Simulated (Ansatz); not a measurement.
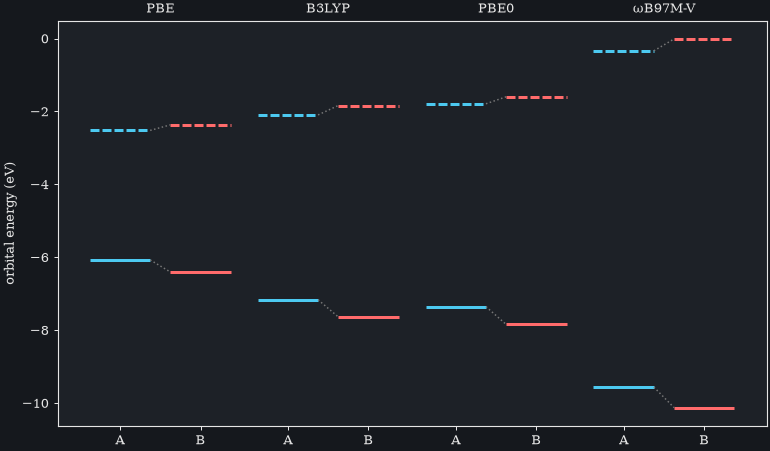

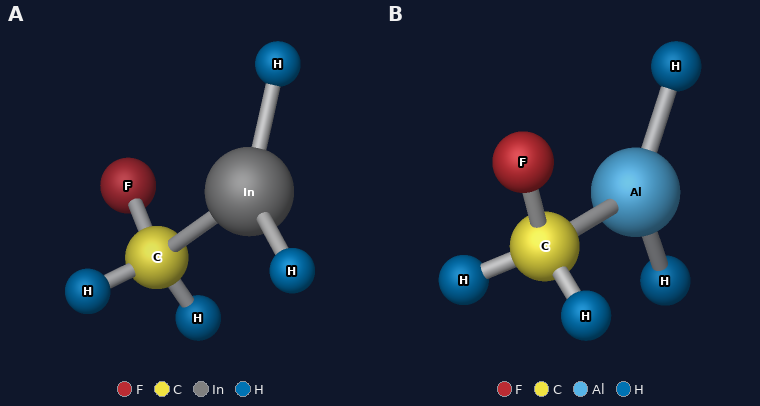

One change: A, CH₄FIn (SMILES F[CH2][InH2]), becomes B, CH₄AlF (SMILES F[CH2][AlH2]). InH₂ on C is replaced by AlH₂. HOMO (solid) and LUMO (dashed) computed in def2-TZVPP at PBE0-D4/def2-TZVP geometries, both minima by their frequencies, gas phase, the Ansatz code.

What does the change do to HOMO and LUMO?

Answer. PBE: the HOMO falls by 0.33 eV, the LUMO rises by 0.15 eV, and the separation goes from 3.55 to 4.03 eV. B3LYP: the HOMO falls by 0.47 eV, the LUMO rises by 0.26 eV, and the separation goes from 5.07 to 5.80 eV. PBE0: the HOMO falls by 0.49 eV, the LUMO rises by 0.19 eV, and the separation goes from 5.56 to 6.24 eV. ωB97M-V: the HOMO falls by 0.56 eV, the LUMO rises by 0.32 eV, and the separation goes from 9.22 to 10.11 eV.

Do the functionals agree on the effect?

Answer. They agree on the direction for both levels; the HOMO shift lies between −0.56 and −0.33 eV and the LUMO shift between 0.15 and 0.32 eV, while the separations themselves differ by up to 6.1 eV between functionals.

Known limits of this run: core potentials past krypton; spin-orbit coupling is left out, and with In it can shift these values.
